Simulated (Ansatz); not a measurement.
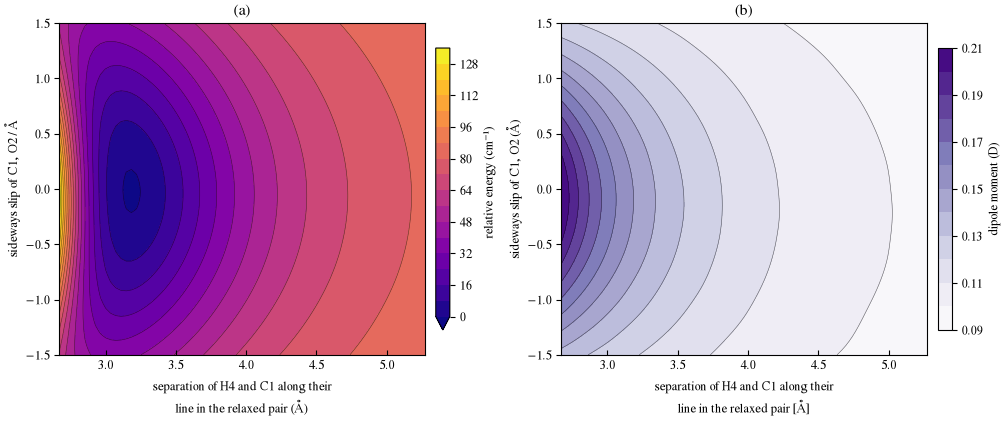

The pair CO···H₂. Coordinates scanned: (1) separation of H4 and C1 along their line in the relaxed pair; (2) sideways slip of C1, O2. Nothing is relaxed (both partners rigid). The grid has 15 × 15 points. Points are written as (first, second). Energies are in cm⁻¹, from the lowest grid point. These are results of RKS wB97X-V/def2-TZVPD (Ansatz), not measurements.

Panel (a) is the energy and panel (b) the computed dipole moment on the same grid.

In the figure: filled contours. Between grid points the surface is interpolated.

Question: How does the dipole moment vary over the map, and what is it at the lowest grid point?

Answer: Leaving out the highest fifth of the energies, it runs from 0.10 D at (4.526 Å, 1.500 Å) to 0.19 D at (2.736 Å, 0.429 Å). At the lowest grid point, (3.121 Å, 0.000 Å), it is 0.15 D.

```csv
"second ↓, first →",2.671,2.736,2.841,2.972,3.121,3.286,3.465,3.656,3.859,4.072,4.294,4.526,4.766,5.015,5.271
1.500,0.12,0.12,0.12,0.12,0.11,0.11,0.11,0.11,0.10,0.10,0.10,0.10,0.10,0.10,0.10
1.286,0.14,0.13,0.13,0.12,0.12,0.12,0.11,0.11,0.11,0.10,0.10,0.10,0.10,0.10,0.10
1.071,0.15,0.15,0.14,0.13,0.13,0.12,0.12,0.11,0.11,0.11,0.10,0.10,0.10,0.10,0.10
0.857,0.17,0.16,0.15,0.14,0.14,0.13,0.12,0.12,0.11,0.11,0.10,0.10,0.10,0.10,0.10
0.643,0.18,0.17,0.16,0.15,0.14,0.13,0.13,0.12,0.11,0.11,0.11,0.10,0.10,0.10,0.10
0.429,0.19,0.19,0.17,0.16,0.15,0.14,0.13,0.12,0.12,0.11,0.11,0.10,0.10,0.10,0.10
0.214,0.20,0.19,0.18,0.17,0.15,0.14,0.13,0.12,0.12,0.11,0.11,0.10,0.10,0.10,0.10
0.000,0.21,0.20,0.18,0.17,0.15,0.14,0.13,0.13,0.12,0.11,0.11,0.10,0.10,0.10,0.10
−0.214,0.21,0.20,0.18,0.17,0.15,0.14,0.13,0.13,0.12,0.11,0.11,0.11,0.10,0.10,0.10
−0.429,0.20,0.19,0.18,0.17,0.15,0.14,0.13,0.12,0.12,0.11,0.11,0.10,0.10,0.10,0.10
−0.643,0.19,0.18,0.17,0.16,0.15,0.14,0.13,0.12,0.12,0.11,0.11,0.10,0.10,0.10,0.10
−0.857,0.18,0.17,0.16,0.15,0.14,0.13,0.13,0.12,0.12,0.11,0.11,0.10,0.10,0.10,0.10
−1.071,0.16,0.16,0.15,0.14,0.14,0.13,0.12,0.12,0.11,0.11,0.11,0.10,0.10,0.10,0.10
−1.286,0.15,0.15,0.14,0.14,0.13,0.12,0.12,0.11,0.11,0.11,0.10,0.10,0.10,0.10,0.10
−1.500,0.14,0.13,0.13,0.13,0.12,0.12,0.11,0.11,0.11,0.11,0.10,0.10,0.10,0.10,0.10
```
